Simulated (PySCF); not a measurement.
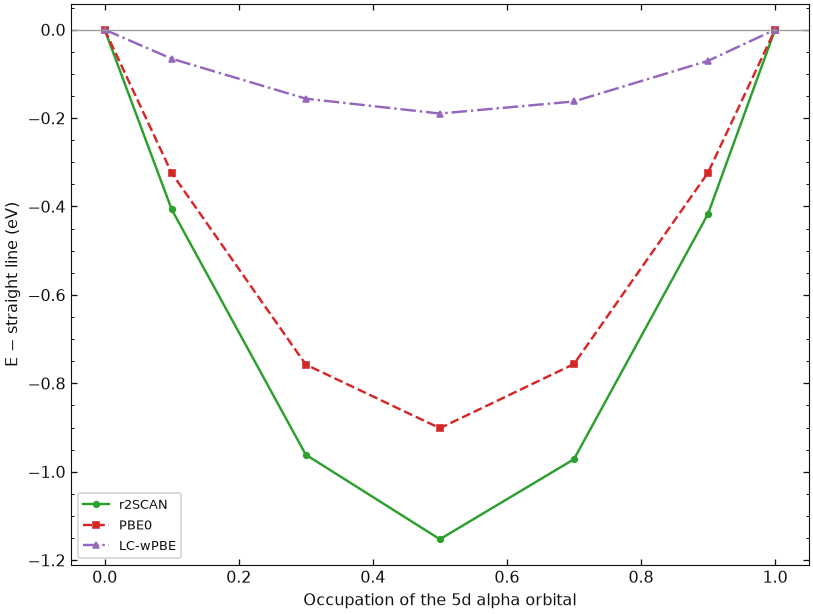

One 5d alpha orbital of Hf²⁺ ([Xe] 4f¹⁴ 5d²) is emptied in steps. The plot gives the energy less the straight line between the integer ends. PySCF, aug-cc-pVTZ-PP with a 60-electron core potential, unrestricted single determinants, no spin-orbit coupling.

> What do the curves say about each method?

r2SCAN: convex (delocalisation error), largest departure −1.2 eV, removal energy 22.54 eV; PBE0: convex (delocalisation error), largest departure −0.90 eV, removal energy 22.53 eV; LC-wPBE: convex (delocalisation error), largest departure −0.19 eV, removal energy 22.36 eV. The NIST theoretical removal energy is 22.55 eV. The exact energy is a straight line between whole electron numbers.
